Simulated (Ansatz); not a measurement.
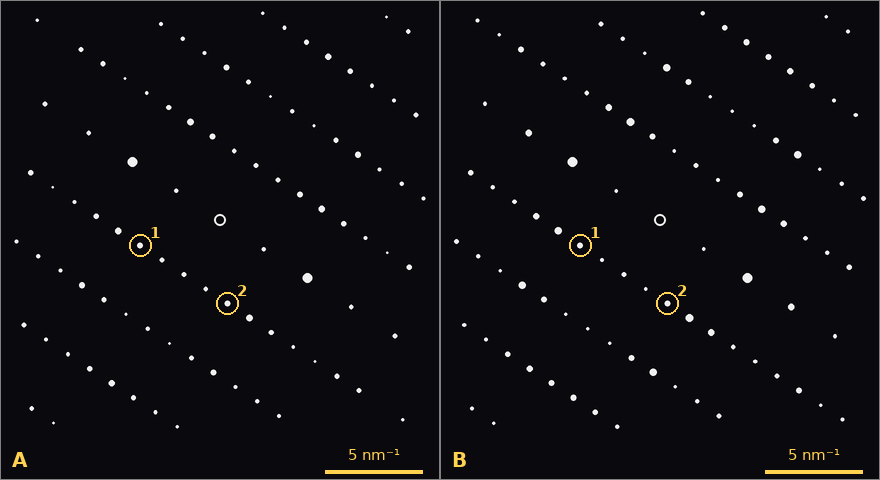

Kinematic electron diffraction patterns (120 kV, B = 0.5 Å², same scale) along [010] of the run's own cell, for the start and the end of one relaxation of NaNF3 with Ansatz 0.2.0, DFT, PAW plane waves, pbe. k mesh 6×6×3. The start is a generated model structure, and the relaxation ends in the nearest stationary point of its symmetry, not necessarily the ground state. Spot 1 is -1 0 -2 and spot 2 is -1 0 2 in both.

Start structure:

```
CELL_PARAMETERS angstrom
3.10005 0.00000 0.00000
1.55002 -5.04303 0.00000
0.00000 0.00000 -7.36915
ATOMIC_POSITIONS crystal
Na 0.74570 0.50860 0.75000
Na 0.25430 0.49140 0.25000
N 0.00000 0.00000 0.00000
N 0.00000 0.00000 0.50000
F 0.08420 0.83160 0.75000
F 0.91580 0.16840 0.25000
F 0.62780 0.74440 0.05630
F 0.37220 0.25560 0.55630
F 0.37220 0.25560 0.94370
F 0.62780 0.74440 0.44370
```

Q: Which pattern belongs to the start structure, and which to the relaxed one?

A: B is the start: its cell gives d(1) = 2.309 Å, d(2) = 2.309 Å and an angle of 77.6°. The spot positions hardly differ, so the intensities decide: those computed from the start structure match B, and A is the relaxed structure.

Q: Name reflections whose intensity changes strongly on relaxation.

A: 0 0 6 goes from 18 to 2.9 % of the strongest spot; 1 0 4 goes from 16 to 5.1 % of the strongest spot; 2 0 -3 goes from 29 to 11 % of the strongest spot.

Q: What did the relaxation do to the structure and the energy?

A: The cell was held fixed; with the mean shift removed, the atoms moved by up to 0.40 Å relative to the cell (F most); the space group stayed Cmcm (No. 63); the free energy fell by 51 meV an atom.
